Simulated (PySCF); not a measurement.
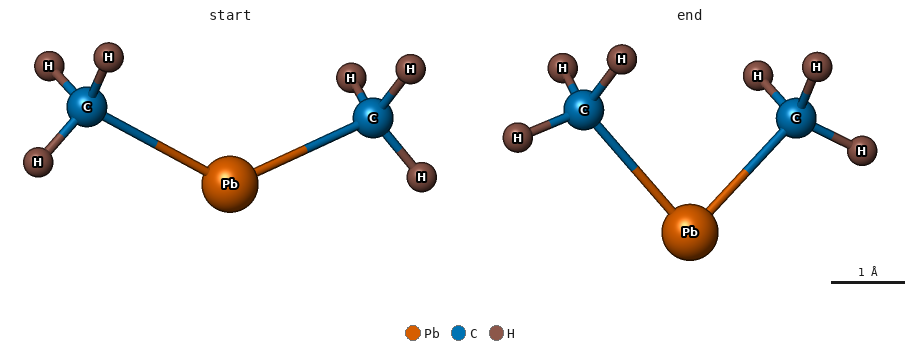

The structure of C$_{2}$H$_{6}$Pb before (left) and after (right) a relaxation, at one scale.

The picture is a ball-and-stick view, seen at a tilt.

The calculation used PySCF, RKS r2SCAN, Pb def2-SVP with ECP60, C def2-SVP, H def2-SVP; non-relativistic Hamiltonian with scalar-relativistic core potentials; density fitting. Settings: symmetry kept (C2v).

Summarise the run.

The largest moves after the best rigid fit, 0.82 Å, are those of H atoms. Largest moves by element: H 0.82 Å, Pb 0.66 Å, C 0.57 Å. Near-neighbour distances that change, for instance: C–Pb 2.423 → 2.313 Å, C–H 1.090 → 1.104 Å. Among the angles between lasting bonds that change: C–Pb–C 131.8° → 90.4°, Pb–C–H 109.5° → 113.0°, H–C–H 109.5° → 107.3°. The energy falls by 19.8 kcal/mol in 11 geometry steps. The largest force component goes from 1.6 to 0.005 eV/Å. The run took 35 s on 2 threads of Intel(R) Xeon(R) 6975P-C (Granite Rapids), on a shared host, peak memory 0.74 GiB.
